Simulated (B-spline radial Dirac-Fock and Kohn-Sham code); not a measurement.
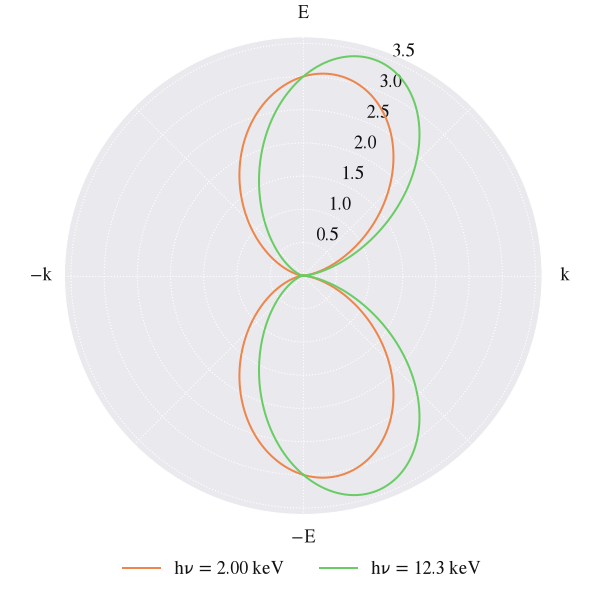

Angular distribution of photoelectrons from L1 (2s) in the plane of the polarisation E (up) and the photon direction k (right), relative to an isotropic one. It refers to N⁴⁺. The calculation used a Dirac–Hartree–Slater potential; 1 + βP₂(cos θ) + (δ + γ cos²θ) sin θ cos φ with E1 and E1–E2 terms (a radial B-spline solver).

> What are β, γ and δ at 12.3 keV?

β = 2.000, γ = 2.553, δ = 0.000.

> Is the pattern at 12.3 keV symmetric between forward and backward?

No: 45° forward of E it is 4.0 times the value 45° backward, from the non-dipole terms.
